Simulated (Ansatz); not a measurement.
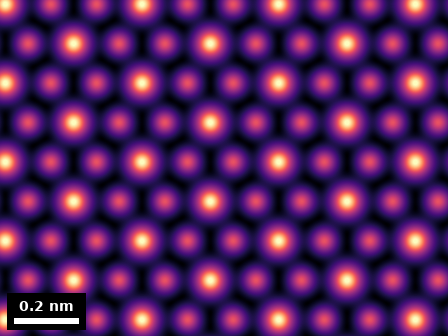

Map of the projected electrostatic potential of C (P6_3/mmc, No. 194) along [001]. Computed as the sum of neutral-atom potentials (tabulated electron scattering factors, B = 0.5 Å²) projected along the beam and smoothed by 0.25 Å; brighter is more positive. The display is stretched by a gamma of 0.6; percentages refer to the linear signal. Structure: the end point of a relaxation at fixed volume with DFT PBE, spin-orbit coupling, plane waves, PAW (Ansatz).

What can be read from this image?

Answer. The columns repeat on a hexagonal net with a repeat of 2.47 Å (plane group p6mm). The brightest columns hold 2 C per repeat; in falling brightness follow 1 C (about 45 %). Brightness is counted from the darkest point of the image. The shortest distance between visible columns is 1.42 Å in projection. Along the beam the structure repeats every 8.24 Å.

| column | atoms along the beam per repeat | peak brightness |
| --- | --- | --- |
| C | 2 C | 100 % |
| C | 1 C | 45 % |

What mean inner potential do neutral atoms give for this crystal?

Answer. About 11 V (the sum of the forward scattering factors over the cell volume; bonding usually lowers the true value).
